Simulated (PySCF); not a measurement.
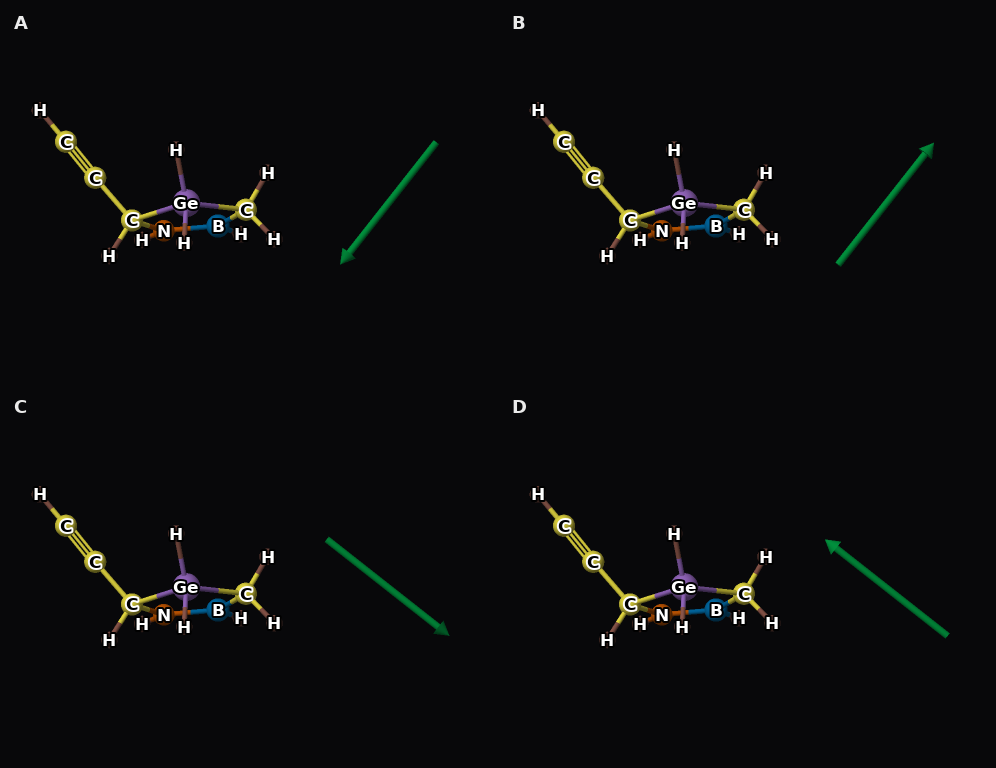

The same molecule four times, each with an arrow. The computed structure is the end point of a GFN2-xTB optimisation. No frequency run is at hand to confirm it as a minimum. Method: PBE0/def2-SVPD, gas phase (PySCF 2.14.0).

> Which arrow points along the dipole moment, from the negative to the positive end?

A. The dipole moment is 0.52 D.

The geometry is semi-empirical. Around B, Ge such bond lengths and angles can be off by a tenth of an ångström or more and by several degrees, and values that hang on the shape move with them.
